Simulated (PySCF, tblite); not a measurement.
# methallyl cyanide (C₅H₇N): a rotation path, then NMR shifts on frames

Aim: move methallyl cyanide (C₅H₇N) (`C=C(C)CC#N`) away from its starting geometry and see how NMR shifts follow the geometry.

Programs: tblite 0.8.0 and PySCF 2.14.0, with density-fitted response routines of our own. Each step states its level of theory. These are calculated values for one molecule in the gas phase, unless marked as measured. Atoms are numbered from 0 throughout.

## (1) The molecule as given

13 atoms, charge 0, multiplicity 1; geometry from: GFN2-xTB.

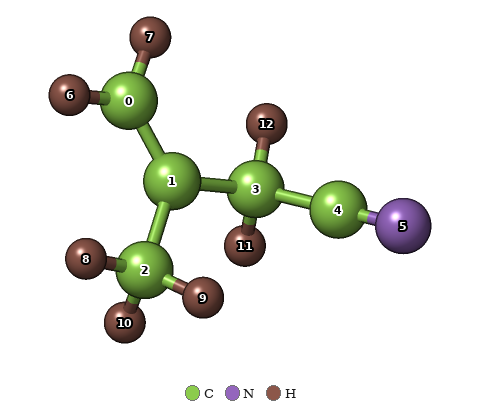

The starting geometry (carbon green, nitrogen purple, hydrogen brown), atoms numbered.

## (2) The rotation path with GFN2-xTB

Job settings and geometry (Å):

```
{"job": {"kind": "neb", "xc": "GFN2-xTB", "basis": "xTB", "atoms": [2, 1, 3, 4], "turn": 120}, "charge": 0, "multiplicity": 1}
C     -0.956703     1.418422     0.087015
C     -0.347510     0.260927    -0.102643
C     -0.998062    -1.065414     0.134610
C      1.089301     0.190348    -0.570476
C      1.922383    -0.348909     0.476020
N      2.564384    -0.780299     1.317501
H     -1.979158     1.468243     0.419553
H     -0.465939     2.362309    -0.080754
H     -2.012686    -0.940186     0.502233
H     -0.425841    -1.636277     0.866037
H     -1.029107    -1.645931    -0.787882
H      1.172088    -0.465575    -1.443501
H      1.462463     1.182828    -0.835442
```

With the program's defaults for keys left out, this is: GFN2-xTB climbing-image nudged elastic band, gas phase.

The run is started by

```
OMP_NUM_THREADS=1 python probes_run.py task.json out
```

One launch serves the whole session: the jobs run in the order shown.

Standard output:

```text
image   E - E0 / eV
  0       0.0000
  1       0.0098
  2       0.0320
  3       0.0549
  4       0.0666
  5       0.0591
  6       0.0370
  7       0.0124
  8       0.0006
```

Wall time 2.4 s (1 thread of Arm Neoverse V1, shared host); peak memory 0.19 GiB.

The final band, with the dihedral C2–C1–C3–C4:

| image | dihedral (°) | energy (eV) | energy (kcal/mol) |
| --- | --- | --- | --- |
| 0 | -67 | 0.000 | 0.0 |
| 1 | -52 | 0.010 | 0.2 |
| 2 | -36 | 0.032 | 0.7 |
| 3 | -20 | 0.055 | 1.3 |
| 4 | -3 | 0.067 | 1.5 |
| 5 | 15 | 0.059 | 1.4 |
| 6 | 32 | 0.037 | 0.9 |
| 7 | 48 | 0.012 | 0.3 |
| 8 | 66 | 0.001 | 0.0 |

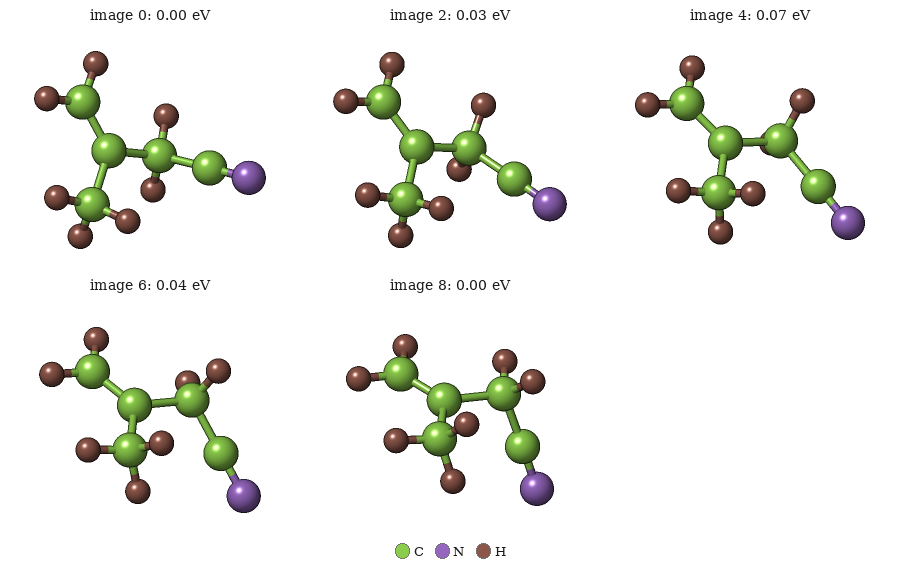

Images along the band.

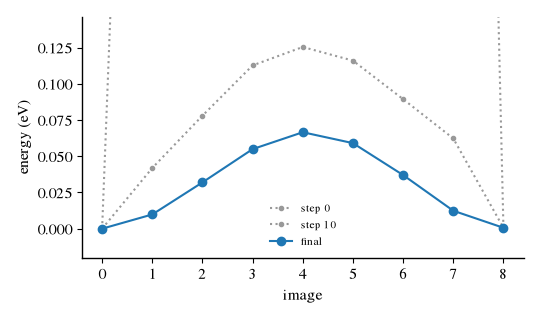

Energy along the band, early and final.

## (3) Shielding tensors: image 0, PBE0/pcSseg-1

Job settings and geometry (Å):

```
{"job": {"kind": "nmr", "xc": "PBE0", "basis": "pcSseg-1", "pop": false}, "charge": 0, "multiplicity": 1}
C     -0.956700     1.418400     0.087000
C     -0.347500     0.260900    -0.102600
C     -0.998100    -1.065400     0.134600
C      1.089300     0.190300    -0.570500
C      1.922400    -0.348900     0.476000
N      2.564400    -0.780300     1.317500
H     -1.979200     1.468200     0.419600
H     -0.465900     2.362300    -0.080800
H     -2.012700    -0.940200     0.502200
H     -0.425800    -1.636300     0.866000
H     -1.029100    -1.645900    -0.787900
H      1.172100    -0.465600    -1.443500
H      1.462500     1.182800    -0.835400
```

Level: GIAO PBE0/pcSseg-1 NMR shielding, non-relativistic, gas phase.

Standard output:

```text
coarse grid: 10832 points
cycle   1  E = -249.0274091344  dE =  7.141e-01  |g| = 4.943e-01  |ddm| = 3.224e+00
cycle   2  E = -248.8892381503  dE =  1.382e-01  |g| = 9.447e-01  |ddm| = 1.164e+00
cycle   3  E = -249.0843846006  dE = -1.951e-01  |g| = 1.568e-01  |ddm| = 7.595e-01
cycle   4  E = -249.0900983852  dE = -5.714e-03  |g| = 3.189e-02  |ddm| = 1.346e-01
cycle   5  E = -249.0903281444  dE = -2.298e-04  |g| = 7.349e-03  |ddm| = 3.441e-02
cycle   6  E = -249.0903417424  dE = -1.360e-05  |g| = 1.231e-03  |ddm| = 8.304e-03
cycle   7  E = -249.0903420411  dE = -2.987e-07  |g| = 4.478e-04  |ddm| = 1.332e-03
final grid: 104640 points
cycle   8  E = -249.1260883348  dE = -3.149e-05  |g| = 6.847e-03  |ddm| = 3.029e-02
cycle   9  E = -249.1260866035  dE =  1.731e-06  |g| = 7.357e-03  |ddm| = 1.257e-02
cycle  10  E = -249.1261002702  dE = -1.367e-05  |g| = 1.350e-03  |ddm| = 6.746e-03
cycle  11  E = -249.1261007014  dE = -4.313e-07  |g| = 2.552e-04  |ddm| = 1.145e-03
cycle  12  E = -249.1261007099  dE = -8.431e-09  |g| = 1.764e-04  |ddm| = 2.714e-04
cycle  13  E = -249.1261007161  dE = -6.281e-09  |g| = 4.614e-05  |ddm| = 1.276e-04
cycle  14  E = -249.1261007166  dE = -4.811e-10  |g| = 5.680e-06  |ddm| = 4.321e-05
converged SCF energy = -249.1261007166

GIAO shielding tensors (ppm)
atom      isotropic    diamagn.    paramagn.     s11        s22        s33       span
  0 C       64.314     252.774    -188.460    -38.541     88.174    143.309    181.850
  1 C       40.815     261.643    -220.829    -81.751     47.028    157.167    238.918
  2 C      162.336     247.155     -84.820    146.063    154.096    186.848     40.786
  3 C      159.173     247.551     -88.378    145.967    153.330    178.222     32.255
  4 C       64.953     261.332    -196.379    -50.295    -47.432    292.585    342.880
  5 N      -32.746     339.898    -372.644   -205.135   -188.809    295.707    500.843
  6 H       26.365      31.175      -4.811     23.570     25.052     30.472      6.903
  7 H       26.440      31.271      -4.830     23.230     25.205     30.886      7.656
  8 H       29.733      30.421      -0.688     25.838     28.323     35.037      9.199
  9 H       29.198      30.245      -1.047     24.966     28.977     33.650      8.684
 10 H       29.984      29.473       0.510     26.368     27.968     35.615      9.247
 11 H       28.903      28.680       0.223     25.788     27.249     33.671      7.884
 12 H       28.722      29.290      -0.567     24.578     27.950     33.639      9.061
```

Run time: 15 s. Hardware: 1 thread of Arm Neoverse V1, shared host; peak memory 0.65 GiB.

Shifts follow as δ = σ(reference) − σ, with reference shieldings (ppm) from runs at the same level and on the same kind of geometry: 1H TMS 31.72, 13C TMS 186.9, 15N NH3 267.7. The references are single molecules in the gas phase, so shifts against H2O, NH3, PH3, H3PO4 or CFCl3 are not on the usual liquid scales and can be off by tens of ppm. Each atom is listed at this fixed geometry, with no averaging over motion; a spectrum would average atoms that exchange fast.

| atoms | environment | σ (ppm) | δ (ppm) |
| --- | --- | --- | --- |
| C1 | fully substituted alkene carbon | 40.8 | 146.1 |
| C0 | terminal =CH2 carbon | 64.3 | 122.6 |
| C4 | nitrile carbon | 65.0 | 122.0 |
| C3 | allylic sp3 CH2 | 159.2 | 27.8 |
| C2 | allylic methyl carbon | 162.3 | 24.6 |
| H6 | hydrogen on a terminal =CH2 carbon | 26.36 | 5.35 |
| H7 | hydrogen on a terminal =CH2 carbon | 26.44 | 5.28 |
| H12 | hydrogen on an allylic sp3 CH2 | 28.72 | 2.99 |
| H11 | hydrogen on an allylic sp3 CH2 | 28.90 | 2.81 |
| H9 | hydrogen on an allylic methyl carbon | 29.20 | 2.52 |
| H8 | hydrogen on an allylic methyl carbon | 29.73 | 1.98 |
| H10 | hydrogen on an allylic methyl carbon | 29.98 | 1.73 |
| N5 | nitrile nitrogen | -32.7 | 300.5 |

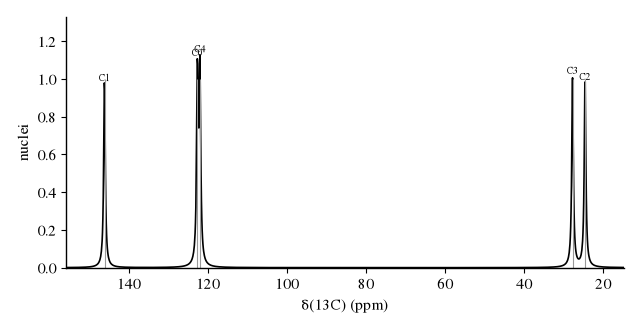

13C lines at the computed shifts, without couplings. Lines are broadened to a width of 0.49 ppm (Lorentzian).

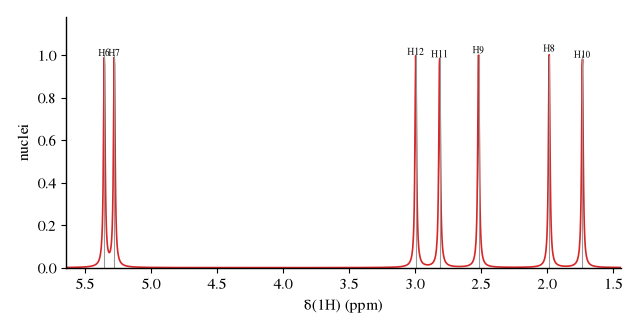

1H lines at the computed shifts, without couplings. Lines are broadened to a width of 0.01 ppm (Lorentzian).

Orbitals, density, ELF and potential are computed afterwards from the orbital file.

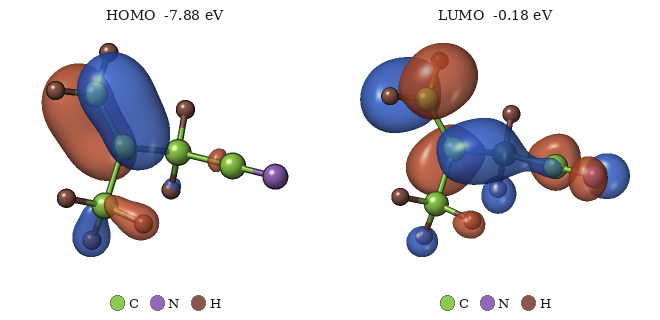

Frontier orbitals at PBE0/pcSseg-1; each surface holds 70 % of the orbital's density, blue and red mark the sign.

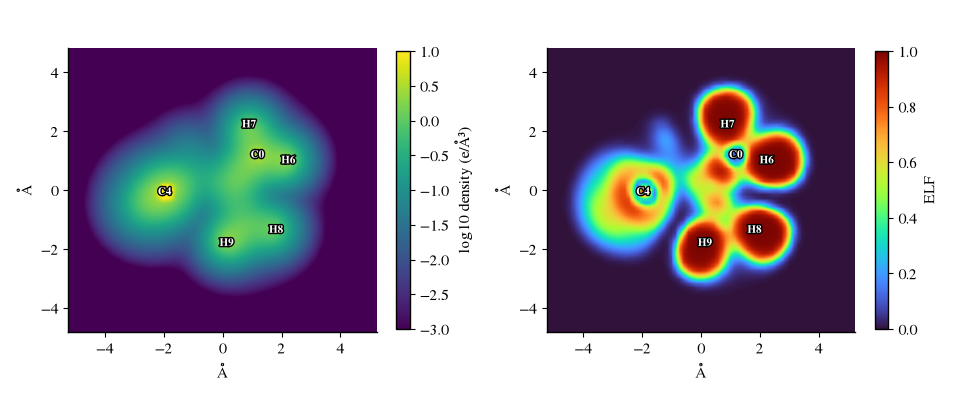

Density (left) and ELF (right) in a plane through or near 6 of the atoms.

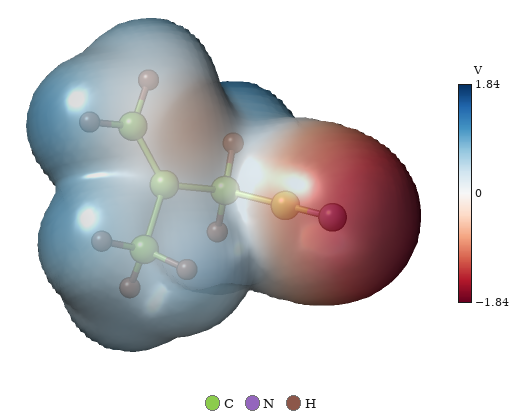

Electrostatic potential on the surface of density 0.002 e/bohr³; red is low, blue high. It runs, from the 1st to the 99th percentile, from -1.84 V near N5 to 1.34 V near H12.

## (4) Shielding tensors: image 2, PBE0/pcSseg-1

Job settings and geometry (Å):

```
{"job": {"kind": "nmr", "xc": "PBE0", "basis": "pcSseg-1", "pop": false}, "charge": 0, "multiplicity": 1}
C     -1.063700     1.419100    -0.106200
C     -0.349000     0.307400    -0.081900
C     -0.912300    -1.023200     0.305700
C      1.113700     0.304600    -0.476700
C      1.876900    -0.627200     0.313800
N      2.462200    -1.380400     0.943700
H     -2.107900     1.419100     0.154100
H     -0.644300     2.369600    -0.391200
H     -1.960700    -0.937000     0.576900
H     -0.361000    -1.430500     1.153100
H     -0.815600    -1.731000    -0.517400
H      1.211000     0.007500    -1.527900
H      1.546300     1.302300    -0.363800
```

With the program's defaults for keys left out, this is: GIAO PBE0/pcSseg-1 NMR shielding, non-relativistic, gas phase.

Standard output:

```text
coarse grid: 10832 points
cycle   1  E = -249.0261371395  dE =  7.174e-01  |g| = 4.945e-01  |ddm| = 3.242e+00
cycle   2  E = -248.8892614246  dE =  1.369e-01  |g| = 9.418e-01  |ddm| = 1.171e+00
cycle   3  E = -249.0828241833  dE = -1.936e-01  |g| = 1.592e-01  |ddm| = 7.697e-01
cycle   4  E = -249.0887044509  dE = -5.880e-03  |g| = 3.164e-02  |ddm| = 1.373e-01
cycle   5  E = -249.0889303925  dE = -2.259e-04  |g| = 7.265e-03  |ddm| = 3.497e-02
cycle   6  E = -249.0889436087  dE = -1.322e-05  |g| = 1.381e-03  |ddm| = 8.382e-03
cycle   7  E = -249.0889439457  dE = -3.370e-07  |g| = 6.626e-04  |ddm| = 1.627e-03
final grid: 104640 points
cycle   8  E = -249.1247329778  dE = -3.257e-05  |g| = 7.199e-03  |ddm| = 2.799e-02
cycle   9  E = -249.1247298923  dE =  3.086e-06  |g| = 8.047e-03  |ddm| = 1.363e-02
cycle  10  E = -249.1247461251  dE = -1.623e-05  |g| = 1.517e-03  |ddm| = 7.521e-03
cycle  11  E = -249.1247466839  dE = -5.587e-07  |g| = 2.112e-04  |ddm| = 1.246e-03
cycle  12  E = -249.1247466900  dE = -6.147e-09  |g| = 1.478e-04  |ddm| = 2.489e-04
cycle  13  E = -249.1247466942  dE = -4.165e-09  |g| = 5.474e-05  |ddm| = 1.189e-04
cycle  14  E = -249.1247466948  dE = -6.485e-10  |g| = 5.815e-06  |ddm| = 4.641e-05
converged SCF energy = -249.1247466948

GIAO shielding tensors (ppm)
atom      isotropic    diamagn.    paramagn.     s11        s22        s33       span
  0 C       66.281     252.268    -185.986    -39.142     91.351    146.636    185.778
  1 C       41.712     262.150    -220.438    -81.252     48.225    158.164    239.416
  2 C      161.574     247.390     -85.815    149.013    151.825    183.886     34.873
  3 C      160.585     247.778     -87.193    141.812    159.341    180.601     38.789
  4 C       64.474     261.449    -196.975    -52.235    -45.943    291.600    343.834
  5 N      -36.449     339.814    -376.263   -207.885   -195.834    294.371    502.256
  6 H       26.321      31.069      -4.748     23.347     24.989     30.627      7.280
  7 H       26.553      31.077      -4.524     23.321     25.288     31.050      7.730
  8 H       29.782      30.536      -0.754     25.868     28.407     35.072      9.204
  9 H       29.017      30.765      -1.748     24.482     29.026     33.544      9.062
 10 H       29.852      29.900      -0.049     26.297     28.039     35.219      8.922
 11 H       28.546      28.214       0.333     24.236     27.611     33.792      9.556
 12 H       28.633      29.089      -0.456     24.001     28.410     33.489      9.488
```

Wall time 10 s (1 thread of Arm Neoverse V1, shared host); peak memory 0.7 GiB.

In short: δ C1 145.2, C4 122.5, C0 120.6, C3 26.3, H6 5.40, H7 5.16 ppm.

[end of part 1 of 2]
